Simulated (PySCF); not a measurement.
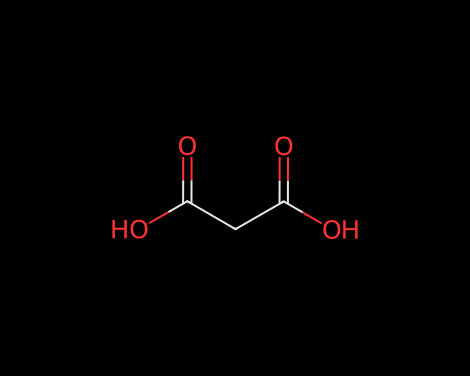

**Give its SMILES.**

O=C(O)CC(=O)O

**What is the molecular formula?**

C3H4O4.

**An optimisation with GFN2-xTB gave a structure of which point group?**

C2. Other conformers may differ.

More results for the same structure follow; atom numbers are the same in all pictures, views and colours differ. Computed geometry: GFN2-xTB optimisation. No frequency run is at hand to confirm it as a minimum.

### Shape

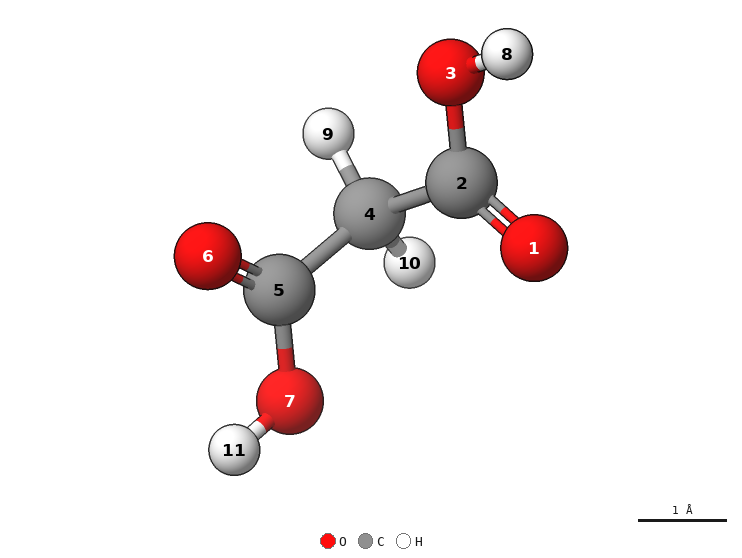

Atoms carry their numbers in the input. No frequency run is at hand to confirm it as a minimum.

**How are the neighbours of atom 2 arranged?**

C2 has 3 neighbours (O1 at 1.20, O3 at 1.33, C4 at 1.52 Å); the arrangement is trigonal planar.

**How are the neighbours of atom 3 arranged?**

O3 has 2 neighbours (C2 at 1.33, H8 at 0.97 Å); the arrangement is bent.

**What is the geometry at C4?**

C4 has 4 neighbours (C2 at 1.52, C5 at 1.52, H9 at 1.09, H10 at 1.09 Å); the arrangement is tetrahedral.

**What is the dihedral angle C2–C4–C5–O7?**

106° in size, that is anticlinal.

### Dipole moment

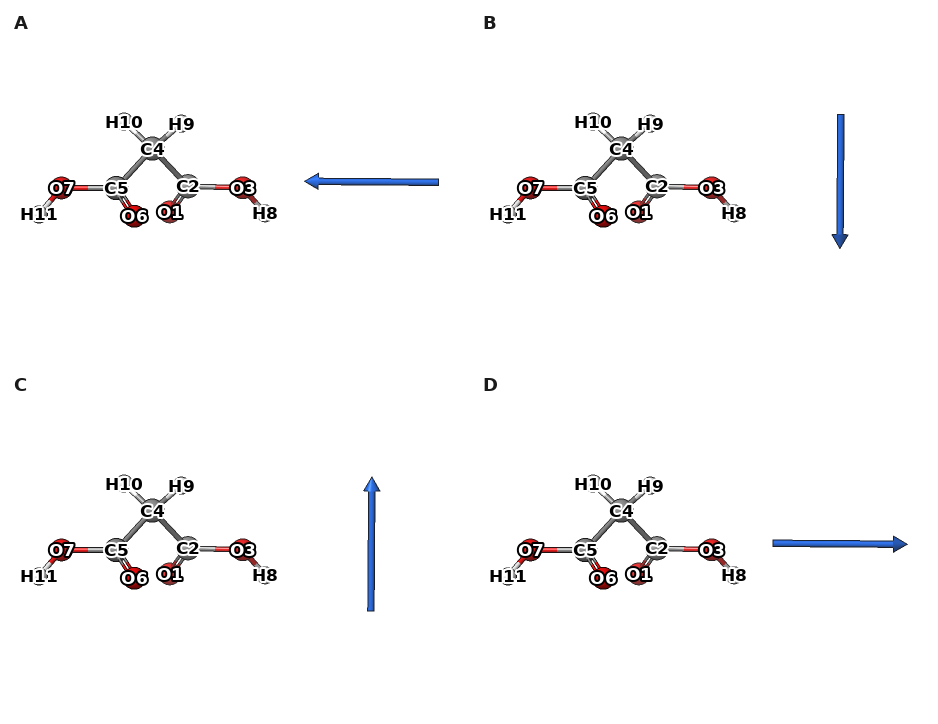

The same molecule four times, each with an arrow. No frequency run is at hand to confirm it as a minimum. Properties computed with PBE0/pcSseg-1, gas phase (PySCF 2.14.0).

**Which arrow points along the dipole moment, from the negative to the positive end?**

C. The dipole moment is 1.17 D; it points from the side of O1, O6, H8, H11 to the side of H9, H10 (the outermost atoms at the two ends).

### NMR shielding

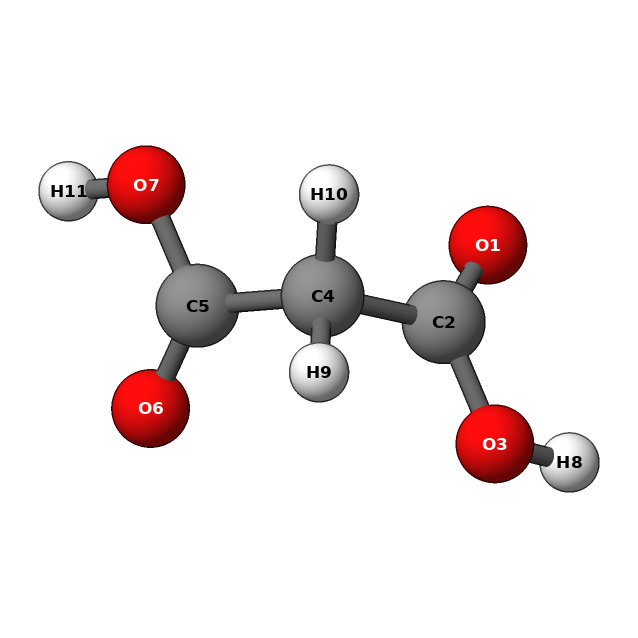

No frequency run is at hand to confirm it as a minimum. Level of theory: GIAO PBE0/pcSseg-1 NMR shielding, non-relativistic, gas phase (PySCF 2.14.0). Principal shieldings σ11 ≤ σ22 ≤ σ33, span Ω = σ33 − σ11, skew κ = 3(σiso − σ22)/Ω.

**Which O atom has the most anisotropic shielding?**

O1, O6, with a span of 611 ppm.

Give the shielding tensors of the O atoms.

```
  atom     σ11     σ22    σ33    σiso      Ω      κ
O1, O6  −346.4  −233.1  264.9  −104.8  611.3   0.63
O3, O7   −28.3   135.0  240.4   115.7  268.7  −0.22
```

Shieldings and span in ppm.

### Charges

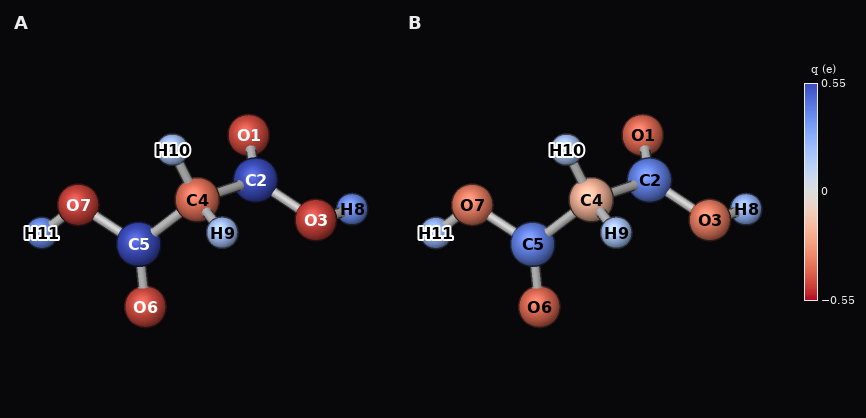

Atomic charges of one calculation by 2 schemes, on one colour scale. No frequency run is at hand to confirm it as a minimum. Method: PBE0/pcSseg-1 (PySCF 2.14.0).

**The schemes are IAO, Mulliken. Which panel shows which?**

A IAO, B Mulliken.

List the charges (e), one line for each set of equivalent atoms.

| atom | IAO | Mulliken |
| --- | --- | --- |
| O1, O6 | −0.46 | −0.39 |
| C2, C5 | 0.54 | 0.41 |
| O3, O7 | −0.47 | −0.35 |
| C4 | −0.37 | −0.19 |
| H8, H11 | 0.38 | 0.25 |
| H9, H10 | 0.19 | 0.17 |

Mulliken values depend strongly on the basis set and can even reverse the polarity of a bond.
